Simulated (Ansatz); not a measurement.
# A hypothetical structure for LuHg3

Starting from a made-up structure for LuHg3, the aim is the relaxed cell, its shortest contacts and, where a second run follows, its electronic structure.

Calculated with Ansatz 0.2.0; DFT, PBE, plane-wave PAW, default files, scalar-relativistic, no spin, cell and ions relaxed at zero pressure, in the first sound run; inputs show where later runs differ.

### Step 1. The starting structure

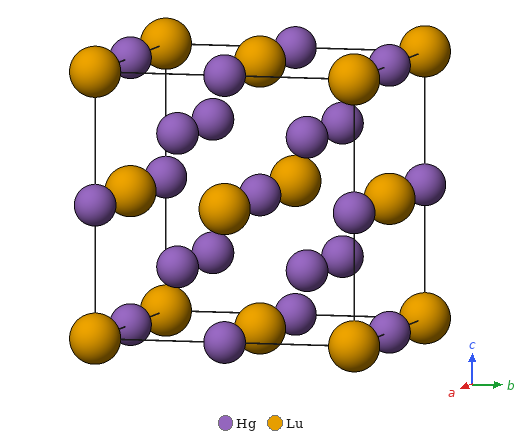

The starting structure, seen slightly off an axis (mercury purple, lutetium orange). This picture shows the conventional cell, with its axes. Some periodic images of atoms are drawn too.

### Step 2. Relaxing cell and atoms

The guessed cell has no reason to be at equilibrium. It is relaxed with the atoms, within the space group of the guess.

File input.yaml:

```yaml
crystal:
  lattice:
    - [0.0, 3.6595, 3.6595]
    - [3.6595, 0.0, 3.6595]
    - [3.6595, 3.6595, 0.0]
  atoms:
    - { symbol: Hg, position: [0.75, 0.75, 0.75] }
    - { symbol: Hg, position: [0.5, 0.5, 0.5] }
    - { symbol: Hg, position: [0.25, 0.25, 0.25] }
    - { symbol: Lu, position: [0.0, 0.0, 0.0] }
kpoints:
  mp_grid: { grid: [6, 6, 6] }
scf:
  occupations: { method: fermi_dirac, width: 0.05 }
hamiltonian:
  xc: pbe
  pseudopotentials: { kind: paw }
relax:
  f_tol: 0.015
  max_steps: 70
  cell: {}
output:
  forces: true
  stress: true
```

Command:

```sh
$ ansatz run input.yaml --threads 4 --pin off --max-ram 8192MiB --backend cpu --events-out ev --progress --plain --runs-dir out
```

Numbers of over 12 decimals in the logs are rounded to 6 here.

Log:

```text
Engine: ansatz 0.2.0, aarch64-unknown-linux-gnu
Pseudopotentials: kind: paw
Pseudopotential: Hg, paw, valence charge 20, recommended cutoff 420 eV (normal), Hg.paw.azcp
Pseudopotential: Lu, paw, valence charge 25, recommended cutoff 420 eV (normal), Lu.paw.azcp
Functional definition: PBE
  parameter kappa = 0.804
  parameter beta = 0.066725
  exchange = pbe_x(kappa = kappa, mu = beta*pi^2/3)
  correlation = pbe_c(beta = beta)
Crystal: 4 atoms, lattice volume = 98.016 Å³
Basis set: ecut = 420 eV, 1917 PW (Γ), exchange–correlation on 72×72×72 points (8 copies of the dense FFT grid, shifted against one another)
Bands: 51, of which v1, the nominal top of the filled ones, is band 43 counted from 1 (42 counted from 0)
Symmetry: 48 space group operations
Space group: Fm-3m (ITA 225), of the structure as read, at distance tolerance 4.6e-5 Å
k-points: 16 of 216
Non-local potential: Hg, projectors of the file, l = 0: 3, l = 1: 2, l = 2: 2, l = 3: 1
Non-local potential: Lu, projectors of the file, l = 0: 3, l = 1: 2, l = 2: 2, l = 3: 3
PAW form: soft (Blöchl's): semilocal exchange-correlation on the pseudo side does not see the compensation charge
PAW one-centre angular grid: Hg, 590 points (default); XC on 64 Gauss nodes
PAW one-centre angular grid: Lu, 590 points (default); XC on 64 Gauss nodes
Initial density: superposition of atomic densities (neutral atoms: chi_scale 0, normalization atom), corrected by the library's trained network
Initial wavefunctions: pseudopotential atomic-orbital guess
Functional: x = pbe(κ = 0.804, μ = 0.219515), c = pbe(β = 0.066725)
SCF iter   1: F=—  HF=-56173.670170 eV  |F-HF|=—  |Δ(HF+E_count)|=         —  Δρ=2.22e-3  dr2=7.99e-3  ethr=1.77e-3  ⟨swp⟩=6.6  Hψ=3567  notcnv=0
preconditioner: auto → Resta (q_TF=auto, 2.664 Å⁻¹)  ε∞=7.1  [insulator: Δε(μ)=0.155 eV  Ē_g=11.665 eV  σ=0.050 eV  W_gap=0.64  n_scr=26 (ndim 8)  ℏωp=28.8 eV  f_vac=0.000  D(μ)=1.22/eV (n_scr^D=8)  ε∞_Penn≈7.1]
SCF iter   2: F=—  HF=-56173.667037 eV  |F-HF|=—  |Δ(HF+E_count)|=   3.13e-3  Δρ=1.15e-3  dr2=2.05e-3  ethr=9.40e-6  ⟨swp⟩=2.6  Hψ=1678  notcnv=0  defer=19
SCF iter   3: F=—  HF=-56173.666904 eV  |F-HF|=—  |Δ(HF+E_count)|=   1.34e-4  Δρ=4.35e-4  dr2=1.19e-4  ethr=2.42e-6  ⟨swp⟩=2.1  Hψ=1237  notcnv=0  defer=19
SCF iter   4: F=—  HF=-56173.666747 eV  |F-HF|=—  |Δ(HF+E_count)|=   1.57e-4  Δρ=2.95e-4  dr2=5.22e-5  ethr=1.40e-7  ⟨swp⟩=3.0  Hψ=1639  notcnv=0  defer=19
SCF iter   5: F=—  HF=-56173.666764 eV  |F-HF|=—  |Δ(HF+E_count)|=   1.74e-5  Δρ=8.87e-5  dr2=9.57e-6  ethr=6.14e-8  ⟨swp⟩=2.2  Hψ=1413  notcnv=0  defer=19
SCF iter   6: F=—  HF=-56173.666763 eV  |F-HF|=—  |Δ(HF+E_count)|=   1.12e-6  Δρ=3.21e-5  dr2=7.83e-7  ethr=1.13e-8  ⟨swp⟩=2.1  Hψ=1389  notcnv=0  defer=19
SCF iter   7: F=—  HF=-56173.666763 eV  |F-HF|=—  |Δ(HF+E_count)|=   1.39e-7  Δρ=9.92e-6  dr2=1.09e-7  ethr=9.21e-10  ⟨swp⟩=3.1  Hψ=1708  notcnv=0  defer=19
SCF iter   8: F=-56173.666763 eV  HF=-56173.666763 eV  |F-HF|=3.07e-8  |Δ(HF+E_count)|=   7.42e-9  Δρ=5.32e-6  dr2=3.16e-8  ethr=1.18e-10  ⟨swp⟩=5.7  Hψ=3733  notcnv=0
SCF 1 converged in 8 iterations: F = -56173.666763 eV  dr2 = 3.16e-8
  greatest PAW one-centre occupation: 1.000 electrons in one spin orbital (limit 2), on the Hg atom at site 2 (counted from 0), in its partial waves of l = 0
relax step   1: F+E_penalty+E_count = -56173.66676321 eV  Δ(F+E_penalty+E_count) = +0.000e0 eV  max|allowed force component| = 7.228e-18 eV/Å  Δτ_max = 0.0000 Å  P = -2.559 GPa  Ω = 98.016 Å³  (8 SCF iters, dr2 threshold 1.00e-7 eV, accepted)
Crystal: 4 atoms, lattice volume = 92.003 Å³
Basis set: ecut = 420 eV, 1807 PW (Γ), exchange–correlation on 72×72×72 points (8 copies of the dense FFT grid, shifted against one another)
Initial density: handed on by an earlier stage of this run
Initial wavefunctions: those handed on with the density
iter 1 solved again at ethr=1.40e-4 eV; its pass at ethr=3.10e-3 eV (dr2=1.19e-1 eV) is discarded
SCF iter   1: F=—  HF=-56173.739817 eV  |F-HF|=—  |Δ(HF+E_count)|=         —  Δρ=7.14e-3  dr2=1.20e-1  ethr=1.40e-4  ⟨swp⟩=2.1  Hψ=5096  notcnv=0
preconditioner: auto → Kerker (q_TF=auto, 2.693 Å⁻¹)  [metal: Δε(μ)=0.116 eV  Ē_g=11.876 eV  σ=0.050 eV  W_gap=0.49  n_scr=26 (ndim 8)  ℏωp=29.7 eV  f_vac=0.000  D(μ)=1.37/eV (n_scr^D=8)]
SCF iter   2: F=—  HF=-56173.715286 eV  |F-HF|=—  |Δ(HF+E_count)|=   2.45e-2  Δρ=3.93e-3  dr2=4.26e-2  ethr=1.40e-4  ⟨swp⟩=3.1  Hψ=1202  notcnv=0
preconditioner: auto → Resta (q_TF=auto, 2.693 Å⁻¹)  ε∞=7.3  [insulator: Δε(μ)=0.118 eV  Ē_g=11.885 eV  σ=0.050 eV  W_gap=0.50  n_scr=26 (ndim 8)  ℏωp=29.7 eV  f_vac=0.000  D(μ)=1.31/eV (n_scr^D=8)  ε∞_Penn≈7.3]
SCF iter   3: F=—  HF=-56173.708924 eV  |F-HF|=—  |Δ(HF+E_count)|=   6.36e-3  Δρ=2.33e-3  dr2=4.56e-3  ethr=5.01e-5  ⟨swp⟩=2.1  Hψ=1522  notcnv=0  defer=38
SCF iter   4: F=—  HF=-56173.703232 eV  |F-HF|=—  |Δ(HF+E_count)|=   5.69e-3  Δρ=1.37e-3  dr2=1.26e-3  ethr=5.37e-6  ⟨swp⟩=3.0  Hψ=1639  notcnv=0  defer=38
SCF iter   5: F=—  HF=-56173.703335 eV  |F-HF|=—  |Δ(HF+E_count)|=   1.03e-4  Δρ=6.50e-4  dr2=4.75e-4  ethr=1.48e-6  ⟨swp⟩=2.2  Hψ=1641  notcnv=0  defer=38
SCF iter   6: F=—  HF=-56173.703159 eV  |F-HF|=—  |Δ(HF+E_count)|=   1.76e-4  Δρ=1.39e-4  dr2=1.44e-5  ethr=5.59e-7  ⟨swp⟩=2.4  Hψ=1604  notcnv=0  defer=38
SCF iter   7: F=—  HF=-56173.703136 eV  |F-HF|=—  |Δ(HF+E_count)|=   2.32e-5  Δρ=7.93e-5  dr2=4.78e-6  ethr=1.69e-8  ⟨swp⟩=2.8  Hψ=1606  notcnv=0  defer=38
SCF iter   8: F=-56173.703134 eV  HF=-56173.703134 eV  |F-HF|=6.61e-8  |Δ(HF+E_count)|=   1.62e-6  Δρ=8.73e-6  dr2=9.51e-8  ethr=4.71e-10  ⟨swp⟩=5.6  Hψ=4820  notcnv=0
SCF 2 converged in 8 iterations: F = -56173.703134 eV  dr2 = 9.51e-8
relax step   2: F+E_penalty+E_count = -56173.70313393 eV  Δ(F+E_penalty+E_count) = -3.637e-2 eV  max|allowed force component| = 1.937e-17 eV/Å  Δτ_max = 0.0000 Å  P = +0.992 GPa  Ω = 92.003 Å³  energy of the carried Pulay correction = +2.050e-3 eV  (8 SCF iters, dr2 threshold 4.00e-7 eV, accepted)
Crystal: 4 atoms, lattice volume = 93.607 Å³
Basis set: ecut = 420 eV, 1837 PW (Γ), exchange–correlation on 72×72×72 points (8 copies of the dense FFT grid, shifted against one another)
iter 1 solved again at ethr=1.07e-5 eV; its pass at ethr=3.10e-3 eV (dr2=9.10e-3 eV) is discarded
SCF iter   1: F=—  HF=-56173.709763 eV  |F-HF|=—  |Δ(HF+E_count)|=         —  Δρ=1.97e-3  dr2=9.34e-3  ethr=1.07e-5  ⟨swp⟩=2.8  Hψ=4465  notcnv=0
preconditioner: auto → Resta (q_TF=auto, 2.685 Å⁻¹)  ε∞=7.2  [insulator: Δε(μ)=0.130 eV  Ē_g=11.849 eV  σ=0.050 eV  W_gap=0.55  n_scr=26 (ndim 8)  ℏωp=29.5 eV  f_vac=0.000  D(μ)=1.20/eV (n_scr^D=8)  ε∞_Penn≈7.2]
SCF iter   2: F=—  HF=-56173.707516 eV  |F-HF|=—  |Δ(HF+E_count)|=   2.25e-3  Δρ=8.23e-4  dr2=1.83e-3  ethr=1.07e-5  ⟨swp⟩=2.6  Hψ=1251  notcnv=0
SCF iter   3: F=—  HF=-56173.707026 eV  |F-HF|=—  |Δ(HF+E_count)|=   4.90e-4  Δρ=3.69e-4  dr2=1.99e-4  ethr=2.15e-6  ⟨swp⟩=2.4  Hψ=1470  notcnv=0
SCF iter   4: F=—  HF=-56173.706881 eV  |F-HF|=—  |Δ(HF+E_count)|=   1.45e-4  Δρ=2.19e-4  dr2=3.45e-5  ethr=2.34e-7  ⟨swp⟩=3.0  Hψ=1693  notcnv=0
SCF iter   5: F=—  HF=-56173.706878 eV  |F-HF|=—  |Δ(HF+E_count)|=   3.34e-6  Δρ=6.19e-5  dr2=2.43e-6  ethr=4.06e-8  ⟨swp⟩=2.4  Hψ=1486  notcnv=0
SCF iter   6: F=-56173.706878 eV  HF=-56173.706878 eV  |F-HF|=9.05e-8  |Δ(HF+E_count)|=   2.63e-7  Δρ=8.36e-6  dr2=1.04e-7  ethr=4.71e-10  ⟨swp⟩=6.2  Hψ=4143  notcnv=0
SCF 3 converged in 6 iterations: F = -56173.706878 eV  dr2 = 1.04e-7
relax step   3: F+E_penalty+E_count = -56173.70687757 eV  Δ(F+E_penalty+E_count) = -3.744e-3 eV  max|allowed force component| = 3.643e-17 eV/Å  Δτ_max = 0.0000 Å  P = -0.111 GPa  Ω = 93.607 Å³  energy of the carried Pulay correction = +1.490e-3 eV  (6 SCF iters, dr2 threshold 4.00e-7 eV, accepted)
Crystal: 4 atoms, lattice volume = 93.442 Å³
iter 1 solved again at ethr=7.63e-8 eV; its pass at ethr=3.10e-3 eV (dr2=6.49e-5 eV) is discarded
SCF iter   1: F=—  HF=-56173.706989 eV  |F-HF|=—  |Δ(HF+E_count)|=         —  Δρ=1.96e-4  dr2=9.12e-5  ethr=7.63e-8  ⟨swp⟩=3.1  Hψ=3853  notcnv=0
preconditioner: auto → Resta (q_TF=auto, 2.686 Å⁻¹)  ε∞=7.2  [insulator: Δε(μ)=0.128 eV  Ē_g=11.845 eV  σ=0.050 eV  W_gap=0.54  n_scr=26 (ndim 8)  ℏωp=29.5 eV  f_vac=0.000  D(μ)=1.21/eV (n_scr^D=8)  ε∞_Penn≈7.2]
SCF iter   2: F=—  HF=-56173.706975 eV  |F-HF|=—  |Δ(HF+E_count)|=   1.42e-5  Δρ=8.26e-5  dr2=1.74e-5  ethr=7.63e-8  ⟨swp⟩=2.4  Hψ=1212  notcnv=0
SCF iter   3: F=—  HF=-56173.706997 eV  |F-HF|=—  |Δ(HF+E_count)|=   2.21e-5  Δρ=4.68e-5  dr2=2.54e-6  ethr=2.04e-8  ⟨swp⟩=2.0  Hψ=1348  notcnv=0
SCF iter   4: F=—  HF=-56173.706995 eV  |F-HF|=—  |Δ(HF+E_count)|=   2.49e-6  Δρ=2.64e-5  dr2=4.85e-7  ethr=2.99e-9  ⟨swp⟩=3.0  Hψ=1717  notcnv=0
SCF iter   5: F=—  HF=-56173.706995 eV  |F-HF|=—  |Δ(HF+E_count)|=   2.37e-8  Δρ=5.18e-6  dr2=2.49e-8  ethr=3.65e-11  ⟨swp⟩=5.8  Hψ=5024  notcnv=0
SCF iter   6: F=-56173.706995 eV  HF=-56173.706995 eV  |F-HF|=7.92e-9  |Δ(HF+E_count)|=   1.51e-8  Δρ=3.53e-6  dr2=9.90e-9  ethr=2.93e-11  ⟨swp⟩=5.7  Hψ=3716  notcnv=0
SCF 4 converged in 6 iterations: F = -56173.706995 eV  dr2 = 9.90e-9
relax step   4: F+E_penalty+E_count = -56173.70699453 eV  Δ(F+E_penalty+E_count) = -1.170e-4 eV  max|allowed force component| = 4.395e-17 eV/Å  Δτ_max = 0.0000 Å  P = -0.004 GPa  Ω = 93.442 Å³  energy of the carried Pulay correction = +1.547e-3 eV  (6 SCF iters, dr2 threshold 3.10e-8 eV, accepted)
Initial wavefunctions: pseudopotential atomic-orbital guess (no wavefunctions were taken with the density)
iter 1 solved again at ethr=5.81e-9 eV; its pass at ethr=3.10e-3 eV (dr2=4.94e-6 eV) is discarded
SCF iter   1: F=—  HF=-56173.705476 eV  |F-HF|=—  |Δ(HF+E_count)|=         —  Δρ=1.18e-4  dr2=2.36e-6  ethr=5.81e-9  ⟨swp⟩=5.7  Hψ=7451  notcnv=0
preconditioner: auto → Resta (q_TF=auto, 2.686 Å⁻¹)  ε∞=7.2  [insulator: Δε(μ)=0.128 eV  Ē_g=11.846 eV  σ=0.050 eV  W_gap=0.54  n_scr=26 (ndim 8)  ℏωp=29.5 eV  f_vac=0.000  D(μ)=1.21/eV (n_scr^D=8)  ε∞_Penn≈7.2]
SCF iter   2: F=—  HF=-56173.705478 eV  |F-HF|=—  |Δ(HF+E_count)|=   2.58e-6  Δρ=6.18e-5  dr2=7.15e-7  ethr=2.77e-9  ⟨swp⟩=2.4  Hψ=1613  notcnv=0
SCF iter   3: F=—  HF=-56173.705479 eV  |F-HF|=—  |Δ(HF+E_count)|=   3.71e-7  Δρ=2.96e-5  dr2=1.44e-7  ethr=8.41e-10  ⟨swp⟩=2.6  Hψ=1482  notcnv=0
SCF iter   4: F=—  HF=-56173.705479 eV  |F-HF|=—  |Δ(HF+E_count)|=   7.08e-8  Δρ=6.59e-6  dr2=9.12e-9  ethr=1.70e-10  ⟨swp⟩=2.4  Hψ=1556  notcnv=0
SCF iter   5: F=—  HF=-56173.705479 eV  |F-HF|=—  |Δ(HF+E_count)|=   8.15e-9  Δρ=9.56e-7  dr2=2.65e-10  ethr=1.07e-11  ⟨swp⟩=2.4  Hψ=1488  notcnv=0
SCF iter   6: F=—  HF=-56173.705479 eV  |F-HF|=—  |Δ(HF+E_count)|=  1.60e-10  Δρ=1.50e-7  dr2=6.65e-12  ethr=1.00e-12  ⟨swp⟩=7.0  Hψ=4569  notcnv=0
SCF iter   7: F=-56173.705479 eV  HF=-56173.705479 eV  |F-HF|=1.46e-11  |Δ(HF+E_count)|=  2.18e-11  Δρ=4.37e-8  dr2=8.28e-13  ethr=1.00e-12  ⟨swp⟩=5.1  Hψ=3297  notcnv=0
SCF 5 converged in 7 iterations: F = -56173.705479 eV  dr2 = 8.28e-13
relax step   5: F+E_penalty+E_count = -56173.70547862 eV  Δ(F+E_penalty+E_count) = +1.516e-3 eV  max|allowed force component| = 4.452e-17 eV/Å  Δτ_max = 0.0000 Å  P = -0.007 GPa  Ω = 93.442 Å³  stress off target by 6.83e-3 GPa  SCF on the basis re-selected at this cell (its energy is not comparable with the rows above)  (7 SCF iters)
basis re-selected at this cell: Δ(F+E_penalty+E_count) = +1.516e-3 eV, ΔP = -0.002 GPa vs the last step (what re-selecting the basis moved, of the pressure what is left beyond the Pulay correction that the steps carried, after the strain that the cell walked since its last selection, with what the two solves' SCF thresholds leave and, on support functions, any second-order correction that the steps lacked; it is no m [...]
SCF converged after 7 iterations
Free energy (F): -56173.705479 eV
Harris-Foulkes:  -56173.705479 eV  (|F-HF|=1.46e-11)
Internal energy: -56173.694899 eV  (E = F + TS)
E sigma→0 (E₀):  -56173.700189 eV
Entropy (-TS):   -0.010579 eV (-2.645 meV/atom)
Fermi energy:    16.150389 eV
--- Per-component energies (eV) ---
  E_band       = -1077.793239
  E_kinetic    = 2228.179223
  E_local      = -13710.857911  (includes V_loc(G=0)·N_el)
  E_nonlocal   = 788.607859
  E_hartree    = 5815.656371
  E_xc         = -881.759071
  E_vxc        = -1048.395920  (∫ρ·V_xc dr)
  E_paw        = -37204.130044  (= ΣΔE_a)
  E_vpaw       = -966.641996  (= ΣTr[D̂ρ^β])
  E_aug_tail   = 0.002772  (compensation charges beyond the density's cutoff)
  E_ewald      = -13209.394098
  E_smearing   = -0.010579  (= −TS)
  E_closure    = -0.000000  (closes the sum)
  Σ components = -56173.705479   (vs F -56173.705479, Δ=0.00e0)
--- Forces (eV/Å), atoms counted from 1 ---
  atom   1  Hg    -0.00000000    -0.00000000    -0.00000000
  atom   2  Hg     0.00000000    -0.00000000     0.00000000
  atom   3  Hg     0.00000000     0.00000000     0.00000000
  atom   4  Lu    -0.00000000     0.00000000     0.00000000
  max |Σ_I F_I| component: 6.94e-18 eV/Å
--- Stress (GPa, compression-positive) ---
       -0.006830      -0.000000      -0.000000
       -0.000000      -0.006830       0.000000
       -0.000000      -0.000000      -0.006830
  P = ⅓ Tr σ = -0.0068 GPa (-0.068 kbar)
--- Relaxed structure (4 steps of the walk, 4 accepted, 1 SCFs on fresh bases) ---
  F+E_penalty+E_count = -56173.70547862 eV   max|allowed force component| = 4.452e-17 eV/Å   (the final SCF, on the basis selected at the relaxed cell)
  cell:  # Å, volume = 93.4422 Å³
    - [0, 3.601674, 3.601674]
    - [3.601674, 0, 3.601674]
    - [3.601674, 3.601674, 0]
  atoms:
    - { symbol: Hg, position: [0.75, 0.75, 0.75] }
    - { symbol: Hg, position: [0.500000, 0.500000, 0.500000] }
    - { symbol: Hg, position: [0.250000, 0.250000, 0.250000] }
    - { symbol: Lu, position: [0, 0, 0] }
```

Wall time 6 s (4 threads of Arm Neoverse V2, shared host); peak memory 0.47 GiB; 20 s of CPU time.

Step by step:

| step | energy less that of the first step (eV) | largest force component (eV/Å) | pressure (GPa) | volume (Å³) |
| --- | --- | --- | --- | --- |
| 1 | 0.0000 | 0.0000 | -2.56 | 98.02 |
| 2 | -0.0364 | 0.0000 | 0.99 | 92.00 |
| 3 | -0.0401 | 0.0000 | -0.11 | 93.61 |
| 4 | -0.0402 | 0.0000 | 0.00 | 93.44 |
| 5* | -0.0387 | 0.0000 | -0.01 | 93.44 |

Relaxation steps marked * repeat the geometry before them on a plane-wave basis chosen anew for their cell, so energy and pressure can jump there.

The run keeps the 48 symmetry operations that it works with, so distortions that break them were not tested.

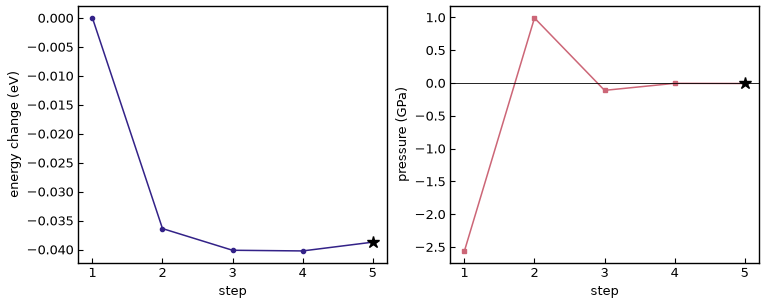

Energy and pressure along the relaxation. Stars mark steps on a basis chosen anew.

```csv
"conventional cell, symmetrised",before,after,change
a (Å),7.319,7.203,-1.6 %
b (Å),7.319,7.203,-1.6 %
c (Å),7.319,7.203,-1.6 %
volume (Å³/atom),24.50,23.36,-4.7 %
```

The relaxed structure:

```xyz
4
Lattice="0.0000 3.6017 3.6017 3.6017 0.0000 3.6017 3.6017 3.6017 0.0000" Properties=species:S:1:pos:R:3 pbc="T T T"
Hg    5.4025    5.4025    5.4025
Hg    3.6017    3.6017    3.6017
Hg    1.8008    1.8008    1.8008
Lu    0.0000    0.0000    0.0000
```

Numbers from this step:

- free energy: -56173.7055 eV
- energy at zero smearing: -56173.7002 eV
- smearing term TS: 0.01058 eV
- Fermi energy: 16.15 eV
- electrons: 85
- symmetry operations: 48
- pressure: -0.006830 GPa

Shortest distances by pair of elements, guess and relaxed (not always the same contact):

```
 pair  guess (Å)  relaxed (Å)
Hg–Hg      3.169        3.119
Hg–Lu      3.169        3.119
Lu–Lu      5.175        5.094
```

The relaxation ends with a pressure of -0.01 GPa.

(Continued in part 2 of 2.)

[Logs are printed without paths, hosts, clocks, repeated set-up lines and the standing remarks that a program may print on its own settings, such as how far it seeks lower states.]

[Hosts, paths, dates, database ids (printed as entryN), source tags and the programs' standing remarks are cut or masked in the printed files.]
